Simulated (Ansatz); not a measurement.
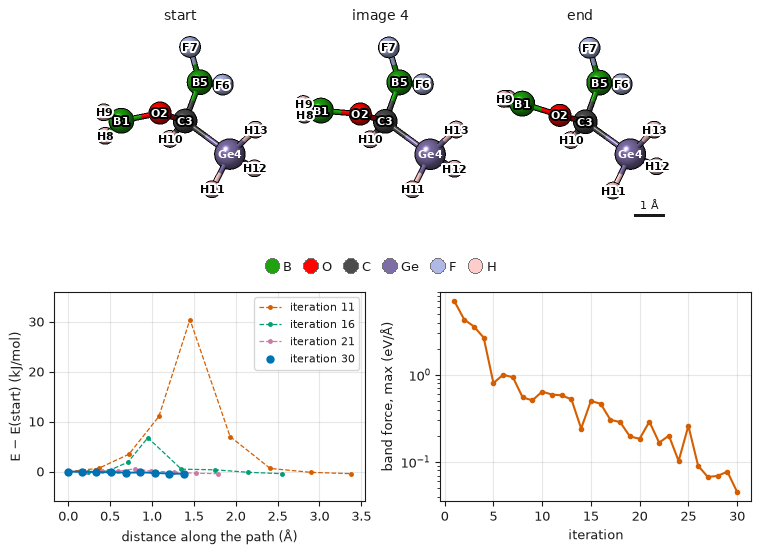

A nudged-elastic-band calculation for CH6B2F2GeO. Images are numbered from 0 (start) to 8 (end). The plot follows the band through its iterations. Style: ball-and-stick. Shown at a tilt.

All numbers below come from RHF/def2-SVP (Ansatz 0.2.0). Set-up: 7 movable images; climbing image; force threshold 0.05 eV/Å; iteration limit 60; starting path through a guess of the saddle point.

**How did the profile develop, and is the result final?**

The run is converged, with reservations. The band converged in 30 iterations. The largest component of the band force went from 7 to 0.045 eV/Å. The first iteration put the highest image at 604.81 kJ/mol. No barrier shows: the energy is highest at the start, and the end lies 0.42 kJ/mol below the start.

Limits of the set-up: Hartree-Fock leaves out electron correlation.

The run took 9 min on 2 threads of Intel(R) Xeon(R) 6975P-C (Granite Rapids), on a shared host, peak memory 0.47 GiB.
